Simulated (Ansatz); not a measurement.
# Changed inputs in constrained RPA: TcCl2 (1T sheet), part 2 of 2

Aim: hold the target of a cRPA run on TcCl2 (1T sheet) and move one thing at a time.

Ansatz 0.2.0; constrained RPA on PBEsol, plane waves, PAW.

So far. Step 4 (Changed: 3×3×1 mesh): On the Tc t2g shell, screening brings the on-site interaction from 12.4 eV down to U = 3.74 eV. Step 5 (Changed: smooth pair densities): On the Tc t2g shell, screening brings the on-site interaction from 12.2 eV down to U = 3.32 eV.

**6. Changed: accuracy low**

Contents of input.yaml:

```yaml
crystal:
  lattice:
    - [0.0, 2.28695638, 2.28695638]
    - [2.28695638, -2.28695638, 0.0]
    - [17.38503569, 17.38503569, -17.38503569]
  atoms:
    - { symbol: Tc, position: [0.0, 0.0, 0.3180797022] }
    - { symbol: Cl, position: [0.3333333333, 0.6666666667, 0.3689286205] }
    - { symbol: Cl, position: [0.6666666667, 0.3333333333, 0.2672307839] }
  periodic: [true, true, false]
kpoints:
  mp_grid: { grid: [9, 9, 1] }
hamiltonian:
  xc: pbesol
scf:
  occupations: { method: gaussian, width: 0.08 }
  n_extra_bands: 19
  max_iter: 150
  lower_state_search: "off"
output:
  crpa:
    kmesh: [6, 6, 1]
    target_bands: [v3, v1]
    projections: [{ species: Tc, l: d, shell: 4, orbitals: [dxz, dyz, dxy] }]
    accuracy: low
```

Started as:

```console
$ ansatz run input.yaml --threads 8 --pin off --max-ram 14745MiB --backend cpu --events-out ev --progress --plain --runs-dir out
```

Numbers of over 12 decimals in the logs are rounded to 6 here.

Output:

```text
[...]
Crystal: 3 atoms, lattice volume = 272.780 Å³
Basis set: ecut = 500 eV, 6859 PW (Γ)
Bands: 34, of which v1, the nominal top of the filled ones, is band 15 counted from 1 (14 counted from 0)
Symmetry: 12 space group operations
[...]
k-points: 12 of 81
[...]
the weakly bound empty levels are not read free of the cell's end (no_gap_told)
[...]
χ-basis size per q: N_G = 939..1011
[...]
Site 0, 4D, 3 of 5 d orbitals (Wannier functions 1, 2, 3; wannier90's mr 2, 3, 5):
      screened: U = 3.2979 eV, U' = 2.6394 eV, J = 0.3048 eV
      screened, to within: U = 1.2e-1 eV, U' = 1.2e-1 eV, J = 1.1e-2 eV
      bare: V = 12.1891 eV, V' = 11.2365 eV, J = 0.4494 eV
[...]
[key lines of the parts left out:]
SCF converged after 9 iterations
Free energy (F): -7459.939084 eV
Fermi energy:    -3.769893 eV
```

Run time: 31 s. Hardware: 8 threads of Arm Neoverse V2, shared host; peak memory 2.6 GiB.

This step gave:

```yaml
u: 3.298 eV
u_prime_inter_orbital: 2.639 eV
j: 0.3048 eV
bare_v: 12.19 eV
bare_j: 0.4494 eV
stated_bound_on_u: 0.1100 eV
u_over_bare_v: 0.2706
electrons_in_the_window: 5.000
head_of_the_constrained_inverse_dielectric_matrix: 0.6043
least_eigenvalue_of_the_projection_s_overlap: 0.7302
target_functions: 3
bands_in_the_sums: 30
width_of_the_target_bands: 3.369 eV
weight_of_the_projected_orbitals_in_the_window: 0.8594
```

On the Tc t2g shell, screening brings the on-site interaction from 12.2 eV down to U = 3.30 eV.

**7. Changed: a wide Fermi-Dirac smearing**

input.yaml, as its differences from that of step 6:

```diff
@@ -15,3 +15,3 @@
 scf:
-  occupations: { method: gaussian, width: 0.08 }
+  occupations: { method: fermi_dirac, width: 0.5 }
   n_extra_bands: 19
@@ -24,2 +24 @@
     projections: [{ species: Tc, l: d, shell: 4, orbitals: [dxz, dyz, dxy] }]
-    accuracy: low
```

Output:

```text
scf.n_extra_bands = 19 over 15 filled bands (N_el = 29.0): the run solves 34 bands
Engine: ansatz 0.2.0, aarch64-unknown-linux-gnu
Pseudopotentials: kind: paw
Pseudopotential: Tc, paw, valence charge 15, recommended cutoff 500 eV (normal), Tc.paw.azcp
Pseudopotential: Cl, paw, valence charge 7, recommended cutoff 420 eV (normal), Cl.paw.azcp
Functional definition: PBEsol
  exchange = pbesol_x
  correlation = pbesol_c
Crystal: 3 atoms, lattice volume = 272.780 Å³
Basis set: ecut = 500 eV, 6859 PW (Γ)
[...]
Error: refused after 9 iterations: slab_electrons_in_vacuum = 3.64e-6 (threshold 1.00e-6); electrons that its smearing lays highest leave the slab for the vacuum on both its sides, from a quarter of the vector that does not repeat out to the cut: the least energy of a wave there at their k-point stands 0.9 eV under their level, and 3.64e-6 e/Å² of theirs stand a quarter out or further, so that the energy and levels can hang on that vector's length. Under a cutoff below the recommended one the basis itself can leave a density there or draw electrons out: first raise basis.ecutwfc. Narrow scf.occupations.width, or fill by another scf.occupations.method. [rest of the remark cut]
```

The job ended after 2.4 s (8 threads; peak memory 0.81 GiB).

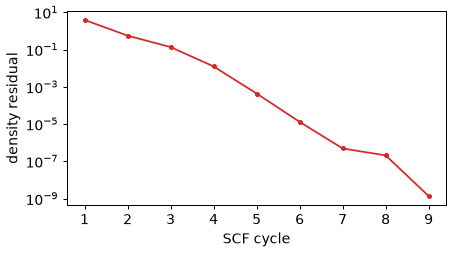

Residual by cycle in this run.

The run ended with an error.

After 9 cycles the residual stands at 1.4e-9.

The program's message: “Error: refused after 9 iterations: slab_electrons_in_vacuum = 3.64e-6 (threshold 1.00e-6); electrons that its smearing lays highest leave the slab for the vacuum on both its sides, from a quarter of t …”

The fault put into this input: a wide Fermi-Dirac smearing.

**8. Changed: potentials**

input.yaml, as its differences from that of step 7:

```diff
@@ -14,4 +14,5 @@
   xc: pbesol
+  pseudopotentials: { kind: paw, source: ansatz }
 scf:
-  occupations: { method: fermi_dirac, width: 0.5 }
+  occupations: { method: gaussian, width: 0.08 }
   n_extra_bands: 19
```

Output:

```text
[...]
Crystal: 3 atoms, lattice volume = 272.780 Å³
Basis set: ecut = 660 eV, 10531 PW (Γ)
Bands: 34, of which v1, the nominal top of the filled ones, is band 15 counted from 1 (14 counted from 0)
Symmetry: 12 space group operations
[...]
k-points: 12 of 81
[...]
the weakly bound empty levels are not read free of the cell's end (no_gap_told)
[...]
χ-basis size per q: N_G = 939..1011
[...]
Site 0, 4D, 3 of 5 d orbitals (Wannier functions 1, 2, 3; wannier90's mr 2, 3, 5):
      screened: U = 3.3188 eV, U' = 2.6526 eV, J = 0.3082 eV
      screened, to within: U = 7.7e-3 eV, U' = 7.7e-3 eV, J = 6.1e-4 eV
      bare: V = 12.1907 eV, V' = 11.2380 eV, J = 0.4495 eV
[...]
[key lines of the parts left out:]
SCF converged after 8 iterations
Free energy (F): -7459.653360 eV
Fermi energy:    -3.770102 eV
```

It took 93 s on 8 threads; peak memory 3.7 GiB; 12 min of CPU time.

Numbers from this step:

| Property | Result |
| --- | --- |
| U | 3.319 eV |
| U prime (inter-orbital) | 2.653 eV |
| J | 0.3082 eV |
| bare V | 12.19 eV |
| bare J | 0.4495 eV |
| stated bound on U | 0.007696 eV |
| U over bare V | 0.2722 |
| electrons in the window | 5.000 |
| head of the constrained inverse dielectric matrix | 0.6048 |
| least eigenvalue of the projection's overlap | 0.7298 |
| target functions | 3 |
| bands in the sums | 30 |
| width of the target bands | 3.369 eV |
| weight of the projected orbitals in the window | 0.8591 |

On the Tc t2g shell, screening brings the on-site interaction from 12.2 eV down to U = 3.32 eV.

**9. Side by side**

Times are wall times on 8 threads of Arm Neoverse V2, shared host, good to a factor of about two.

```
                  run  bare V (eV)  U (eV)  J (eV)  bound on U (eV)  width (eV)     time
        target window        12.19   3.317   0.308           0.0105        3.37     54 s
           9×9×1 mesh        12.14   3.276   0.307           0.0102        3.37  2.5 min
           3×3×1 mesh        12.43   3.736   0.312           0.0110        3.37     16 s
smooth pair densities        12.19   3.323   0.311           0.0091        3.37     46 s
         accuracy low        12.19   3.298   0.305           0.1100        3.37     31 s
           potentials        12.19   3.319   0.308           0.0077        3.37     93 s
```

**10. Outcome**

| Property | Result |
| --- | --- |
| target window | U 3.32 eV, J 0.31 eV |
| 9×9×1 mesh | U 3.28 eV, J 0.31 eV |
| 3×3×1 mesh | U 3.74 eV, J 0.31 eV |
| smooth pair densities | U 3.32 eV, J 0.31 eV |
| accuracy low | U 3.30 eV, J 0.30 eV |
| potentials | U 3.32 eV, J 0.31 eV |

What this shows: 9×9×1 mesh moves U by −0.04 eV at 2.7 times the time. 3×3×1 mesh moves U by +0.42 eV at 0.30 times the time. Smooth pair densities moves U by +0.01 eV (within the solver's bounds, for the mean over orbitals). Accuracy low moves U by −0.02 eV (within the solver's bounds, for the mean over orbitals). Potentials moves U by +0.001 eV (within the solver's bounds, for the mean over orbitals). The printed bound covers the solver alone, not the mesh. The parent state is non-magnetic and the interaction static (zero frequency); U depends on the window and the orbitals, so it belongs to this model alone.

[Paths, hosts, dates, memory and timing lines, banners, echoed tables and standing remarks are left out of the program output.]

[Logs are printed without paths, hosts, clocks, repeated set-up lines and the standing remarks that a program may print on its own settings, such as how far it seeks lower states.]

[Runs of the session that timed out or met a known fault of the program may be left out.]

[Hosts, paths, dates, database ids (printed as entryN), source tags and the programs' standing remarks are cut or masked in the printed files.]
